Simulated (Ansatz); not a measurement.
**InNH3Cl (SMILES [NH2][InH][Cl]) at PBE0/def2-SVPD (core potential)**

What is the electronic atomisation energy of InNH3Cl at PBE0/def2-SVPD (core potential)? 

Program for the calculation: Ansatz 0.2.0.

22 further runs of the same task are left out: 22 set aside as unsound or not needed.

### Step 1. The system as given

InNH3Cl: 6 atoms, total charge 0, spin state singlet. As SMILES, `[NH2][InH][Cl]`. The coordinates come from a PBE0-D4/def2-TZVP relaxation.

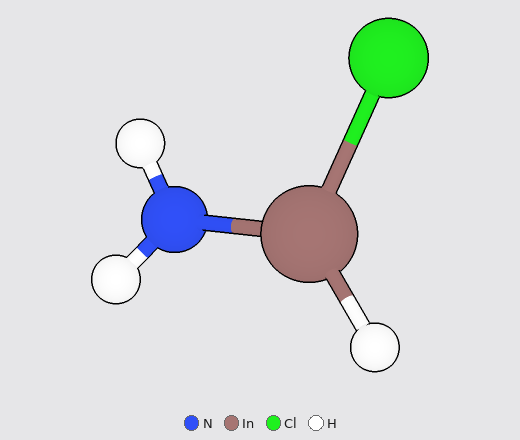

The structure, seen from a chosen angle (nitrogen blue, indium brown, chlorine green, hydrogen white).

### Step 2. The energy at PBE0/def2-SVPD (core potential)

File molecule.yaml:

```yaml
crystal:
  periodic: [false, false, false]
  atoms:
    - {symbol: N, position_ang: [-1.020800, 0.188100, -0.504100]}
    - {symbol: In, position_ang: [0.792100, 0.148600, 0.327900]}
    - {symbol: Cl, position_ang: [0.990800, -1.771000, 1.649200]}
    - {symbol: H, position_ang: [-1.219400, 0.761400, -1.308200]}
    - {symbol: H, position_ang: [-1.558200, -0.664500, -0.526800]}
    - {symbol: H, position_ang: [2.057500, 1.273400, 0.315800]}
basis:
  gaussian: {orbitals: def2-SVPD}
hamiltonian: {xc: pbe0}
accuracy: high
output: {orbitals: {seedname: orbitals}}
```

Started as:

```
$ ansatz run molecule.yaml --threads 1 --pin off --max-ram 3480MiB --events-out events.jsonl --progress --plain --runs-dir runs
```

Standard output:

```text
Warning: RAYON_NUM_THREADS=1 ignored (pool sized by the plan → 1); use --threads N
Functional definition: PBE0
  name "PBE0"
  parameter a = 0.25
  parameter kappa = 0.804
  parameter beta = 0.06672455060314922
  exchange = (1 - a)*pbe_x(kappa = kappa, mu = beta*pi^2/3) + a*exact_x
  correlation = pbe_c(beta = beta)
2197 factors; integrals over basis functions are off by at most 3.8e-9 eV
mean field evaluation 1: about -19219.1360 eV, gradient 5.6e1 eV
mean field evaluation 2: about -19189.9493 eV, gradient 1.1e2 eV
mean field evaluation 4: about -19225.8386 eV, gradient 6.6e0 eV
mean field evaluation 8: about -19226.0130 eV, gradient 3.1e-1 eV
mean field evaluation 16: about -19226.0132 eV, gradient 3.8e-5 eV
mean field -19226.01323823 eV, -706.5429546451 hartree, gradient 3.2e-8 eV, S^2 0.000000; 0 other end points of the search recorded, 0 dependent functions left out
reference -19226.01324150 eV, -706.5429547653 hartree; 24, 24 occupied and 79, 79 virtual orbitals, 2197 factors
Total energy: -19226.01324150 eV, -706.5429547653 hartree
```

Run time: 13 s. Hardware: 1 thread of Intel Xeon Platinum 8259CL at 2.50GHz (Skylake/Cascade Lake), shared host; peak memory 0.38 GiB.

### Step 3. The Cl atom at the same level

File job.yaml:

```yaml
crystal:
  periodic: [false, false, false]
  atoms:
    - symbol: Cl
      position_ang: [0.000000, 0.000000, 0.000000]
basis:
  gaussian:
    orbitals: def2-SVPD
magnetization:
  spin_polarized: true
  initial_magnetization: 1
hamiltonian:
  xc: pbe0
accuracy: high
```

Run the same way, it converges to -459.84649 Eh (log not shown).

### Step 4. The H atom, same level

File in.yaml:

```yaml
crystal:
  periodic: [false, false, false]
  atoms:
    - symbol: H
      position_ang: [0.000000, 0.000000, 0.000000]
basis:
  gaussian:
    orbitals: def2-SVPD
total_charge: 0
magnetization:
  spin_polarized: true
  initial_magnetization: 1
hamiltonian:
  xc: {name: PBE0}
accuracy: high
```

Run the same way, it converges to -0.50029 Eh (log not shown).

### Step 5. The In atom

File in.yaml:

```yaml
crystal:
  periodic: [false, false, false]
  atoms:
    - {symbol: In, position_ang: [0.000000, 0.000000, 0.000000]}
basis:
  gaussian:
    orbitals: def2-SVPD
magnetization:
  spin_polarized: true
  initial_magnetization: 1
hamiltonian:
  xc: {name: PBE0}
accuracy: high
```

Run the same way, it converges to -190.10969 Eh (log not shown).

### Step 6. The N atom at the same level

File molecule.yaml:

```yaml
crystal:
  periodic: [false, false, false]
  atoms:
    - {symbol: N, position_ang: [0.000000, 0.000000, 0.000000]}
basis:
  gaussian: {orbitals: def2-SVPD}
accuracy: high
hamiltonian: {xc: {name: PBE0}}
magnetization: {spin_polarized: true, initial_magnetization: 3}
```

Run the same way, it converges to -54.47989 Eh (log not shown).

### Step 7. What came out

Level: PBE0/def2-SVPD (core potential).

| quantity | value |
| --- | --- |
| molecule: total energy | -706.54295 Eh |
| molecule: HOMO energy | -7.60 eV |
| molecule: LUMO energy | -1.31 eV |
| molecule: HOMO–LUMO gap | 6.29 eV |
| Cl atom: total energy | -459.84649 Eh |
| Cl atom: ⟨S²⟩ | 0.753 |
| H atom: total energy | -0.50029 Eh |
| H atom: ⟨S²⟩ | 0.750 |
| In atom: total energy | -190.10969 Eh |
| In atom: ⟨S²⟩ | 0.753 |
| N atom: total energy | -54.47989 Eh |
| N atom: ⟨S²⟩ | 3.753 |
| electronic atomisation energy | 16.490 eV |

In words: Taking the molecule apart into free atoms costs 16.49 eV (1591 kJ/mol), before zero-point energy and without spin-orbit coupling.
